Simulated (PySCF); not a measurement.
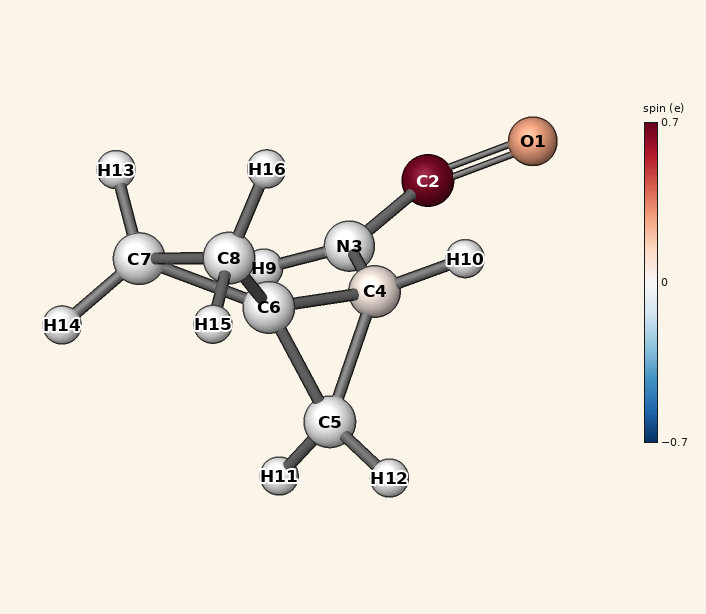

Atoms are coloured by their Mulliken spin populations. Charge 0, doublet. The computed structure is the end point of a GFN2-xTB optimisation. No frequency run is at hand to confirm it as a minimum. Properties computed with UKS B3LYP, pcH-1 on C H N O, non-relativistic (PySCF 2.14.0).

Give the Mulliken spin populations atom by atom.

| atom | value (e) |
| --- | --- |
| O1 | 0.28 |
| C2 | 0.67 |
| N3 | −0.01 |
| C4 | 0.06 |
| C5 | 0.00 |
| C6 | 0.00 |
| C7 | 0.00 |
| C8 | 0.00 |
| H9 | 0.00 |
| H10 | 0.00 |
| H11 | 0.00 |
| H12 | 0.00 |
| H13 | 0.00 |
| H14 | 0.00 |
| H15 | 0.00 |
| H16 | 0.00 |

Mulliken values depend strongly on the basis set.
